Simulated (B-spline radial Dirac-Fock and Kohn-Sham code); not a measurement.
Neutral praseodymium ([Xe] 4f5), which is not the ground configuration. Computed with a radial B-spline solver: Thomson × f² and Klein–Nishina × S on Dirac–Fock densities, without anomalous dispersion.

Predict the main features of the following plot. Coherent and incoherent photon scattering cross sections against photon energy, computed at the marked points and joined by straight lines.

Coherent scattering falls from 1940 b at 2.00 keV to 0.392 b at 1.00 MeV. Incoherent scattering is largest at 100 keV among the points computed (25.6 b), and it overtakes the coherent part between 100 keV and 500 keV.

The result:

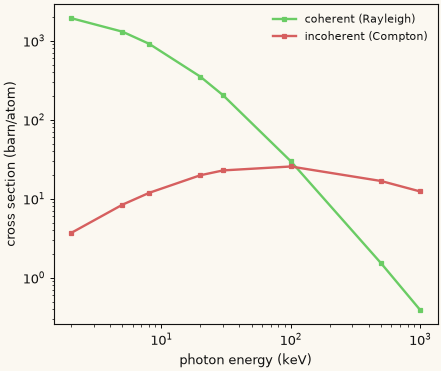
